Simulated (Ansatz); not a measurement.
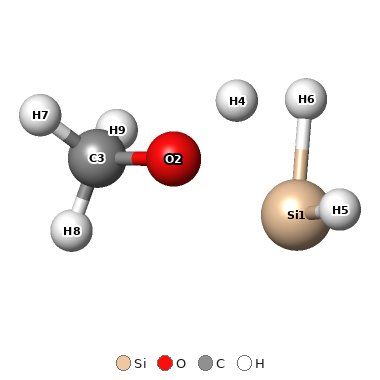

The system is the reacting system CH6OSi (fragments CH₆OSi where the first distance is long, H₂Si + CH₄O where the second is long); the picture shows the reference structure. First axis: distance O2–H4 (bond that forms). Second axis: distance Si1–H4 (bond that breaks). Relaxed at each point: all other coordinates. The scan uses a 9 × 9 grid. Points are written as (first, second). All energies are given in kJ/mol relative to a guessed transition structure relaxed with its forming and breaking bonds held. Energies and slopes of some neighbouring points disagree (a jump in structure or state, or too coarse a mesh). The reference is spin-restricted, so regions where a bond is pulled apart into radicals lie too high. The calculation used RKS r2SCAN0-D4/def2-SVP in Ansatz 0.2.0.

Its coordinates:

```yaml
atoms:
  - { symbol: Si, position_ang: [-0.8031, -0.7157, 1.4038] }
  - { symbol: O, position_ang: [-0.0313, -0.4367, -0.4961] }
  - { symbol: C, position_ang: [1.1049, 0.3909, -0.5455] }
  - { symbol: H, position_ang: [-1.0729, 0.2265, -0.1984] }
  - { symbol: H, position_ang: [-1.7479, -1.7554, 0.8316] }
  - { symbol: H, position_ang: [-1.7100, 0.4640, 0.6939] }
  - { symbol: H, position_ang: [1.3211, 0.6470, -1.5897] }
  - { symbol: H, position_ang: [1.9666, -0.1435, -0.1247] }
  - { symbol: H, position_ang: [0.9727, 1.3230, 0.0251] }
```

Range: distance O2–H4 (bond that forms) from 0.873 to 2.373 Å; distance Si1–H4 (bond that breaks) from 1.278 to 2.778 Å.

### What landscape does the calculation give?

The lowest grid point is at (2.373 Å, 2.778 Å), −107 kJ/mol from a guessed transition structure relaxed with its forming and breaking bonds held. It lies in a valley that leaves the map towards separated partners. Other grid points that lie below all their neighbours: (0.984 Å, 2.547 Å) (9 kJ/mol higher). The highest grid point, (0.873 Å, 1.278 Å), lies 376 kJ/mol above the lowest.

| second ↓, first → | 0.873 | 0.984 | 1.138 | 1.313 | 1.504 | 1.707 | 1.920 | 2.142 | 2.373 |
| --- | --- | --- | --- | --- | --- | --- | --- | --- | --- |
| 2.778 | −65 | −93 | −43 | 52 | −56 | −86 | −98 | −104 | −107 |
| 2.547 | −74 | −98 | −44 | 57 | −51 | −78 | −93 | −101 | −106 |
| 2.325 | −72 | −94 | −40 | 51 | −38 | −69 | −88 | −99 | −104 |
| 2.112 | −58 | −81 | −37 | 27 | −27 | −62 | −83 | −94 | −100 |
| 1.909 | −32 | −63 | −35 | 1 | −23 | −57 | −77 | −87 | −96 |
| 1.718 | 8 | −32 | −22 | −7 | −23 | −46 | −61 | −75 | −85 |
| 1.543 | 71 | 21 | 15 | 15 | 1 | −16 | −32 | −50 | −55 |
| 1.389 | 164 | 105 | 86 | 75 | 60 | 44 | 21 | 5 | 8 |
| 1.278 | 269 | 204 | 176 | 158 | 140 | 120 | 94 | 81 | 93 |

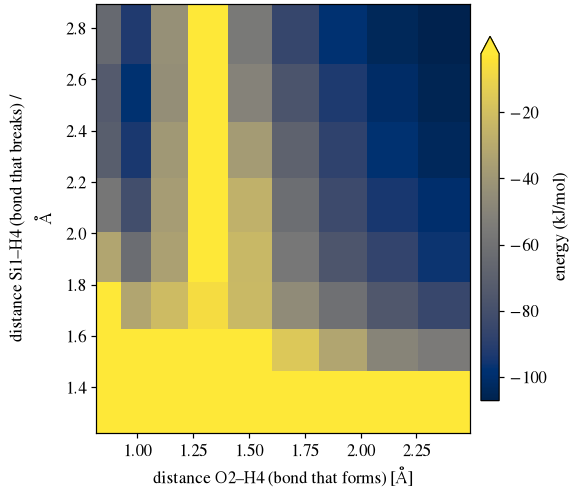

Drawn: one coloured cell a grid point, one colour for all values above the top of the scale.

The whole map (81 points run) took 29 min on 1 thread of Arm Neoverse V2, with other jobs on the host.
